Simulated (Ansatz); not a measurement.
The figure comes from a scan of Lu (hcp, Mg type): one Lu atom of a 2-atom cell moves by s along Cartesian [110], with its periodic images. Level of theory: r2SCAN (plane waves to 500 eV, PAW, scalar-relativistic; Ansatz, an electronic-structure program). k mesh 12×12×7 (Γ-centred), Fermi-Dirac smearing 0.05 eV. Energies are smeared free energies. With partly filled bands, energies and forces of such displacements shift with the k mesh and the smearing. Lu is run without spin polarisation. Lu was relaxed with its symmetry unable to fall. The zero of ΔE is the undisplaced structure.

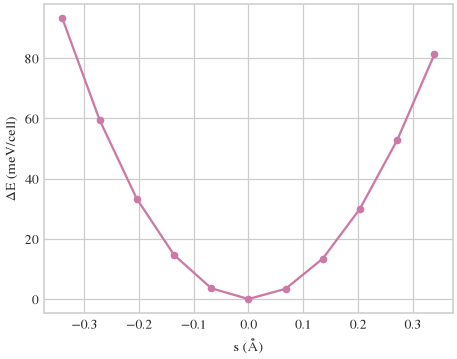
Fig. 1. ΔE (meV/cell) against s (Å); computed points joined by lines.

Q: Read the plotted values off the figure, to the accuracy that the plot allows.

A: To the nearest 2:

```
s (Å)   ΔE (meV/cell)
------  -------------
-0.340             94
-0.272             60
-0.204             34
-0.136             14
-0.068              4
0.000               0
0.068               4
0.136              14
0.204              30
0.272              52
0.340              82
```

(A displaced cell: forces are minus the slopes of the energy, force constants its curvatures, and phonons follow from these.)
